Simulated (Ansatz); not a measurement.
# Phonon calculation of CNTe

- system: CNTe, multiplicity 2, SMILES [C]1=N[Te]1
- method: UKS PBE-D4/def2-SVP (Ansatz 0.2.0)

Figures and captions count atoms from 1; the log counts them from 0 in places.

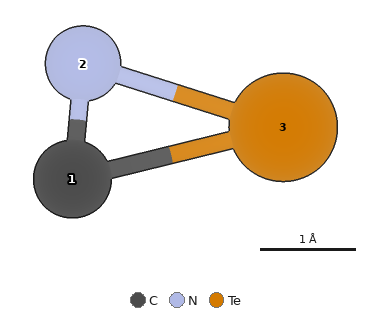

*The input geometry (ball-and-stick view, seen on its broad side; atoms are numbered from 1 in the order of the input).*

Bond lengths as drawn: C–N 1.23 Å, C–Te 2.29 Å and N–Te 2.21 Å.

## The input
```yaml
crystal:
  periodic: [false, false, false]
  atoms:
    - { symbol: C, position_ang: [-0.861586, 0.106054, -0.456277] }
    - { symbol: "N", position_ang: [-0.083149, 0.910558, 0.054192] }
    - { symbol: Te, position_ang: [0.944736, -1.016613, 0.402085] }
magnetization:
  spin_polarized: true
  initial_magnetization: 1
basis:
  gaussian: { orbitals: def2-SVP }
hamiltonian:
  xc: pbe
  dispersion: d4
phonons: {}
```

Run as:
```bash
ansatz run input.yaml --threads 1 --pin off --max-ram 2560MiB --backend cpu --events-out ev --progress --plain --runs-dir out
```

## Log
```
Engine: ansatz 0.2.0, x86_64-unknown-linux-gnu
Functional definition: PBE
  parameter kappa = 0.804
  parameter beta = 0.06672455060314922
  exchange = pbe_x(kappa = kappa, mu = beta*pi^2/3)
  correlation = pbe_c(beta = beta)
650 factors; their error is unknown
mean field evaluation 1: about -9801.9358 eV, gradient 4.1e1 eV
mean field evaluation 2: about -9720.2183 eV, gradient 1.1e2 eV
mean field evaluation 4: about -9810.7301 eV, gradient 1.7e1 eV
mean field evaluation 8: about -9812.0603 eV, gradient 1.0e-1 eV
mean field evaluation 16: about -9812.0379 eV, gradient 5.8e-5 eV
mean field evaluation 32: about -9811.4480 eV, gradient 6.7e0 eV
mean field -9812.03790536 eV, -360.5857421836 hartree, gradient 1.8e-6 eV, S^2 0.752105; 5 other end points of the search recorded, 0 dependent functions left out
the calculation of the forces begins
reference -9812.03792697 eV, -360.5857429781 hartree; 19, 18 occupied and 35, 36 virtual orbitals, 650 factors
these checks for a lower state are left out or cut short: stability, starts, cluster_reference, orbital_swaps, neighbouring_geometries, increment
650 factors; their error is unknown
mean field evaluation 64: about -9812.0377 eV, gradient 9.8e-2 eV
mean field -9812.03776129 eV, -360.5857368894 hartree, gradient 2.6e-6 eV, S^2 0.752105; 0 other end points of the search recorded, 0 dependent functions left out
the calculation of the forces begins
reference -9812.03778291 eV, -360.5857376840 hartree; 19, 18 occupied and 35, 36 virtual orbitals, 650 factors
these checks for a lower state are left out or cut short: stability, starts, cluster_reference, orbital_swaps, neighbouring_geometries, increment
650 factors; their error is unknown
mean field -9812.03776354 eV, -360.5857369721 hartree, gradient 1.1e-6 eV, S^2 0.752106; 0 other end points of the search recorded, 0 dependent functions left out
the calculation of the forces begins
reference -9812.03778516 eV, -360.5857377665 hartree; 19, 18 occupied and 35, 36 virtual orbitals, 650 factors
these checks for a lower state are left out or cut short: stability, starts, cluster_reference, orbital_swaps, neighbouring_geometries, increment
650 factors; their error is unknown
mean field -9812.03785553 eV, -360.5857403524 hartree, gradient 1.6e-6 eV, S^2 0.752110; 0 other end points of the search recorded, 0 dependent functions left out
the calculation of the forces begins
reference -9812.03787714 eV, -360.5857411469 hartree; 19, 18 occupied and 35, 36 virtual orbitals, 650 factors
these checks for a lower state are left out or cut short: stability, starts, cluster_reference, orbital_swaps, neighbouring_geometries, increment
650 factors; their error is unknown
mean field -9812.03785393 eV, -360.5857402936 hartree, gradient 1.9e-6 eV, S^2 0.752101; 0 other end points of the search recorded, 0 dependent functions left out
the calculation of the forces begins
reference -9812.03787555 eV, -360.5857410881 hartree; 19, 18 occupied and 35, 36 virtual orbitals, 650 factors
these checks for a lower state are left out or cut short: stability, starts, cluster_reference, orbital_swaps, neighbouring_geometries, increment
650 factors; their error is unknown
mean field evaluation 96: about -9812.0378 eV, gradient 1.5e-6 eV
mean field -9812.03777935 eV, -360.5857375529 hartree, gradient 1.5e-6 eV, S^2 0.752107; 0 other end points of the search recorded, 0 dependent functions left out
the calculation of the forces begins
reference -9812.03780096 eV, -360.5857383472 hartree; 19, 18 occupied and 35, 36 virtual orbitals, 650 factors
these checks for a lower state are left out or cut short: stability, starts, cluster_reference, orbital_swaps, neighbouring_geometries, increment
650 factors; their error is unknown
mean field -9812.03778154 eV, -360.5857376334 hartree, gradient 1.4e-6 eV, S^2 0.752104; 0 other end points of the search recorded, 0 dependent functions left out
the calculation of the forces begins
reference -9812.03780316 eV, -360.5857384280 hartree; 19, 18 occupied and 35, 36 virtual orbitals, 650 factors
these checks for a lower state are left out or cut short: stability, starts, cluster_reference, orbital_swaps, neighbouring_geometries, increment
650 factors; their error is unknown
mean field -9812.03783730 eV, -360.5857396826 hartree, gradient 1.2e-6 eV, S^2 0.752098; 0 other end points of the search recorded, 0 dependent functions left out
the calculation of the forces begins
reference -9812.03785892 eV, -360.5857404770 hartree; 19, 18 occupied and 35, 36 virtual orbitals, 650 factors
these checks for a lower state are left out or cut short: stability, starts, cluster_reference, orbital_swaps, neighbouring_geometries, increment
650 factors; their error is unknown
mean field -9812.03784523 eV, -360.5857399741 hartree, gradient 1.3e-6 eV, S^2 0.752112; 0 other end points of the search recorded, 0 dependent functions left out
the calculation of the forces begins
reference -9812.03786685 eV, -360.5857407686 hartree; 19, 18 occupied and 35, 36 virtual orbitals, 650 factors
these checks for a lower state are left out or cut short: stability, starts, cluster_reference, orbital_swaps, neighbouring_geometries, increment
650 factors; their error is unknown
mean field -9812.03788725 eV, -360.5857415183 hartree, gradient 1.4e-6 eV, S^2 0.752105; 0 other end points of the search recorded, 0 dependent functions left out
the calculation of the forces begins
reference -9812.03790887 eV, -360.5857423128 hartree; 19, 18 occupied and 35, 36 virtual orbitals, 650 factors
these checks for a lower state are left out or cut short: stability, starts, cluster_reference, orbital_swaps, neighbouring_geometries, increment
650 factors; their error is unknown
mean field evaluation 128: about -9812.0379 eV, gradient 4.4e-5 eV
mean field -9812.03788272 eV, -360.5857413519 hartree, gradient 2.7e-6 eV, S^2 0.752106; 0 other end points of the search recorded, 0 dependent functions left out
the calculation of the forces begins
reference -9812.03790434 eV, -360.5857421463 hartree; 19, 18 occupied and 35, 36 virtual orbitals, 650 factors
these checks for a lower state are left out or cut short: stability, starts, cluster_reference, orbital_swaps, neighbouring_geometries, increment
650 factors; their error is unknown
mean field -9812.03789702 eV, -360.5857418775 hartree, gradient 1.9e-6 eV, S^2 0.752108; 0 other end points of the search recorded, 0 dependent functions left out
the calculation of the forces begins
reference -9812.03791864 eV, -360.5857426720 hartree; 19, 18 occupied and 35, 36 virtual orbitals, 650 factors
these checks for a lower state are left out or cut short: stability, starts, cluster_reference, orbital_swaps, neighbouring_geometries, increment
650 factors; their error is unknown
mean field -9812.03789064 eV, -360.5857416430 hartree, gradient 1.6e-6 eV, S^2 0.752103; 0 other end points of the search recorded, 0 dependent functions left out
the calculation of the forces begins
reference -9812.03791226 eV, -360.5857424374 hartree; 19, 18 occupied and 35, 36 virtual orbitals, 650 factors
Total energy: -9812.10849056 eV, -360.5883361420 hartree
Atom 0 at    -0.861586     0.106054    -0.456277 Å, force     0.000561    -0.001057     0.000190 eV/Å
Atom 1 at    -0.083149     0.910558     0.054192 Å, force     0.001100    -0.000817     0.000508 eV/Å
Atom 2 at     0.944736    -1.016613     0.402085 Å, force    -0.001661     0.001874    -0.000697 eV/Å
Dipole moment:     0.428913    -0.418028     0.187296 e Å
Vibrations: 319.69 399.56 1763.39 cm⁻¹, zero-point energy 0.153905 eV
```

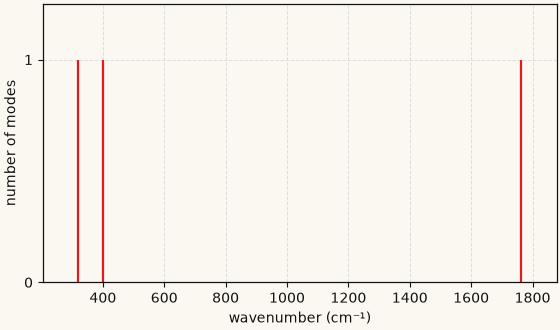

*Harmonic vibrational wavenumbers from the force constants; neighbouring modes closer than 7 cm⁻¹ are counted in one stick.*

3 modes from 320 to 1763 cm⁻¹, none imaginary.

## Key numbers

```json
{"quantity": "outcome", "value": "converged"}
{"quantity": "total energy", "value": "−9812.1085 eV"}
{"quantity": "mean-field energy", "value": "−9812.0379 eV"}
{"quantity": "⟨S²⟩", "value": "0.752"}
{"quantity": "largest force (length of the vector)", "value": "0.003 eV/Å"}
{"quantity": "hardware", "value": "1 thread of Intel Xeon @ 2.50GHz (Skylake/Cascade Lake), 189 GiB of memory available, shared host"}
{"quantity": "wall time", "value": "47 s"}
{"quantity": "peak memory", "value": "0.13 GiB"}
```
